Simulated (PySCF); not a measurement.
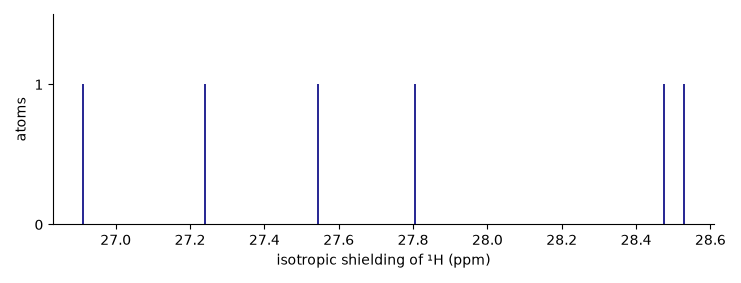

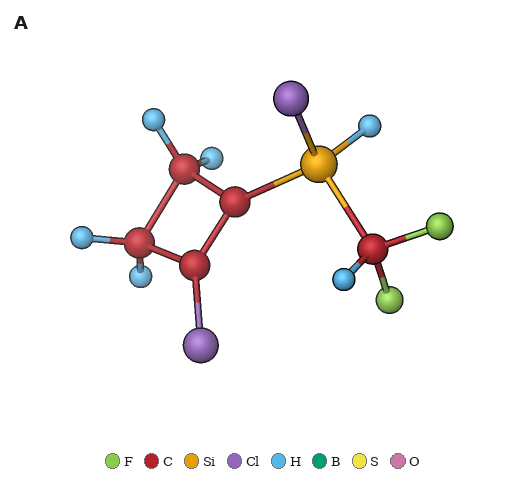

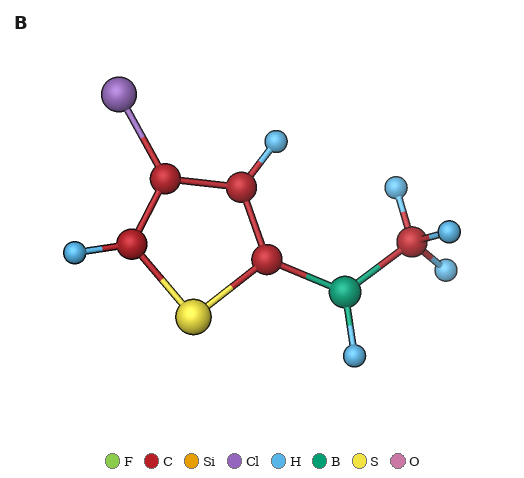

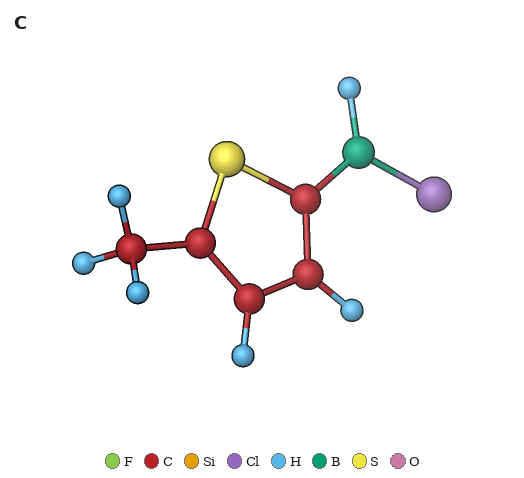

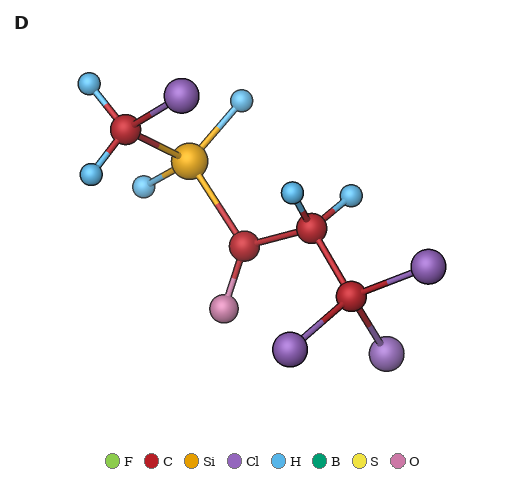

The sticks are computed shieldings of one of the molecules, for one fixed geometry (GFN2-xTB) without averaging over rotations. Low shielding means a high chemical shift. Method: GIAO PBE0/pcSseg-1 NMR shielding, non-relativistic, gas phase (PySCF 2.14.0).

### Which molecule gives this pattern?

D, `O=C(CC(Cl)(Cl)Cl)[SiH2]CCl`. Its 6 H atoms give lines at 26.91, 27.24, 27.54, 27.81, 28.47, 28.53 ppm.

The geometry is semi-empirical. Around B, Si such bond lengths and angles can be off by a tenth of an ångström or more and by several degrees, and values that hang on the shape move with them.
